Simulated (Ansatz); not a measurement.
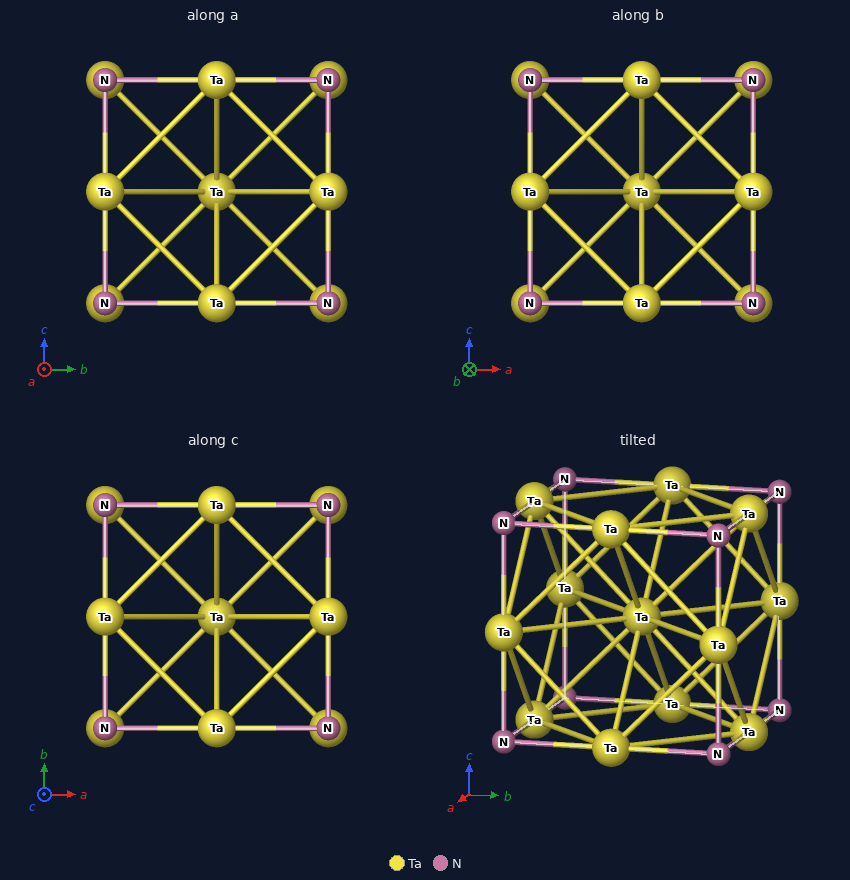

Shown here is a ball-and-stick view of the crystal, taken along the a axis, along the b axis, along the c axis and slightly off an axis. The parallelepiped is the conventional unit cell.

Lattice parameters: a = 4.2909 Å, b = 4.2909 Å, c = 4.2909 Å, α = 90.000°, β = 90.000°, γ = 90.000°.

Q: Transcribe the picture into a CIF with its space group and independent sites.

A:
```cif
data_structure
_symmetry_space_group_name_H-M 'P m -3 m'
_symmetry_Int_Tables_number 221
_cell_length_a 4.2909
_cell_length_b 4.2909
_cell_length_c 4.2909
_cell_angle_alpha 90.000
_cell_angle_beta 90.000
_cell_angle_gamma 90.000
_cell_volume 79.00
loop_
_atom_site_label
_atom_site_type_symbol
_atom_site_symmetry_multiplicity
_atom_site_Wyckoff_symbol
_atom_site_fract_x
_atom_site_fract_y
_atom_site_fract_z
_atom_site_occupancy
Ta1 Ta 3 d 0.5000 0.0000 0.0000 1
Ta2 Ta 1 b 0.5000 0.5000 0.5000 1
N1 N 1 a 0.0000 0.0000 0.0000 1
```

The structure comes from a structure type filled with these elements by a generator (whether the compound takes this form wasn't checked). Earlier steps of the study may have refined or changed the cell and positions. Ansatz was used for an electronic-structure calculation on it.
